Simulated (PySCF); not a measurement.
C9H12O, SMILES CCc1ccc(OC)cc1 at its GFN2-xTB optimised geometry (Å):

```
22

C     -1.6689    -3.4753    -1.4942
C     -1.4840    -3.0124    -0.0476
C     -0.7162    -1.7218     0.0000
C     -1.3697    -0.5001    -0.0034
C     -0.6705     0.6959    -0.0028
C      0.7184     0.6844    -0.0021
O      1.5133     1.7945    -0.0015
C      0.8985     3.0583    -0.0045
C      1.3852    -0.5411     0.0000
C      0.6749    -1.7218     0.0000
H     -2.2186    -4.4133    -1.5283
H     -2.2193    -2.7285    -2.0620
H     -0.7019    -3.6210    -1.9702
H     -0.9464    -3.7825     0.5096
H     -2.4638    -2.8782     0.4151
H     -2.4504    -0.4738    -0.0034
H     -1.2207     1.6240    -0.0022
H      0.2819     3.2091     0.8879
H      1.7119     3.7825    -0.0049
H      0.2841     3.2058    -0.8990
H      2.4638    -0.5373     0.0025
H      1.2074    -2.6621     0.0034
```

Level of theory: B3LYP/def2-SVP run with PySCF 2.14.0.

Map of the electrostatic potential (hartree/e), clipped to [-0.08, 0.12] on the plane z = 1.2 Å:

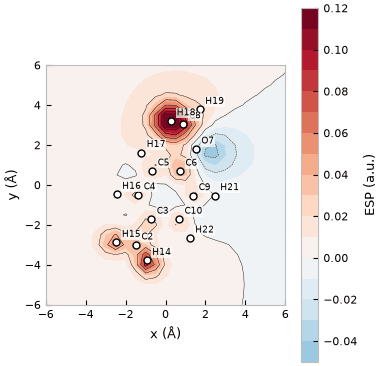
*Electrostatic potential (hartree/e), clipped to [-0.08, 0.12] on the plane z = 1.2 Å.*
